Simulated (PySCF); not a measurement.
C4H10BrFGe, SMILES C[CH2][Ge]([F])([Br])[CH2]C at its GFN2-xTB optimised geometry (Å):

```
17

C     -0.8988    -0.8616    -2.9578
C     -1.6167    -1.5276    -1.7955
Ge    -0.9487    -0.8721     0.0000
F     -1.3651     0.8721     0.0000
Br     1.3651    -0.8721     0.0000
C     -1.5985    -1.5152     1.8044
C     -1.0813    -2.8958     2.1724
H     -1.0216     0.2196    -2.9135
H      0.1672    -1.0872    -2.9400
H     -1.3071    -1.2162    -3.9029
H     -1.4893    -2.6095    -1.8280
H     -2.6839    -1.3109    -1.8245
H     -1.2693    -0.7719     2.5327
H     -2.6876    -1.4987     1.7822
H     -1.4369    -3.6478     1.4697
H      0.0079    -2.9158     2.1745
H     -1.4275    -3.1698     3.1677
```

Level of theory: PySCF 2.14.0 with B3LYP/def2-SVP. Cells within 0.4 Å of a nucleus heavier than hydrogen are left out (blank, or x).

Map of the HOMO−1 amplitude (bohr^(-3/2)) on the plane z = 0.0 Å; orbital energy -7.94 eV, overall sign arbitrary:

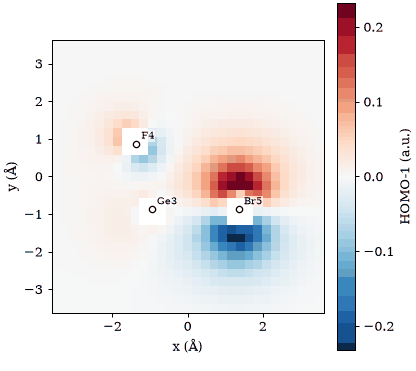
Fig. 1. HOMO−1 amplitude (bohr^(-3/2)) on the plane z = 0.0 Å.
